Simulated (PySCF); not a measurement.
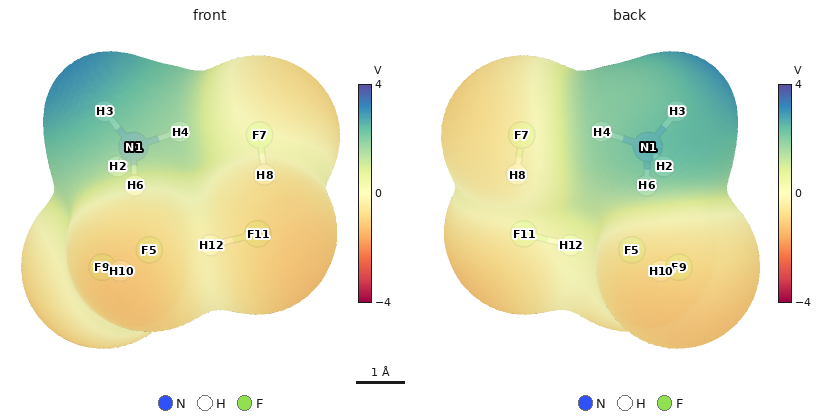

Figure 1: F4H7N. The electrostatic potential painted on the density surface at 0.001 e/bohr³, seen from the front and from behind; the colour scale runs from red (negative) to blue (positive).

Geometry: PBE0-D3(BJ)/def2-SVPD.

Computed with wB97M-D3(BJ)/def2-SVPD, SCF density, gas phase (PySCF).

```yaml
atoms:
  - { symbol: N, position_ang: [0.5643, 0.3882, -0.4956] }
  - { symbol: H, position_ang: [0.4670, 1.2795, -0.0010] }
  - { symbol: H, position_ang: [-0.3090, -0.1328, -0.4855] }
  - { symbol: H, position_ang: [1.3483, -0.1701, -0.1041] }
  - { symbol: F, position_ang: [1.6554, 1.3201, -2.5942] }
  - { symbol: H, position_ang: [0.8725, 0.6622, -1.4862] }
  - { symbol: F, position_ang: [2.9071, -0.8786, -0.1347] }
  - { symbol: H, position_ang: [3.3012, -0.5158, -0.9499] }
  - { symbol: F, position_ang: [1.0080, 3.0897, -1.0463] }
  - { symbol: H, position_ang: [1.3459, 2.5591, -1.7726] }
  - { symbol: F, position_ang: [3.6202, 0.1522, -2.1913] }
  - { symbol: H, position_ang: [2.8028, 0.7086, -2.4482] }
```

Question: Where is the surface potential most negative and most positive?

Answer: The most negative region (about −1.2 V, or −28 kcal/mol for a unit charge) lies over F5, F9 and F11, the most positive (about +3.1 V, or +71 kcal/mol for a unit charge) over H3.

Question: What dipole moment does the calculation give?

Answer: Its dipole moment is 5.57 D.
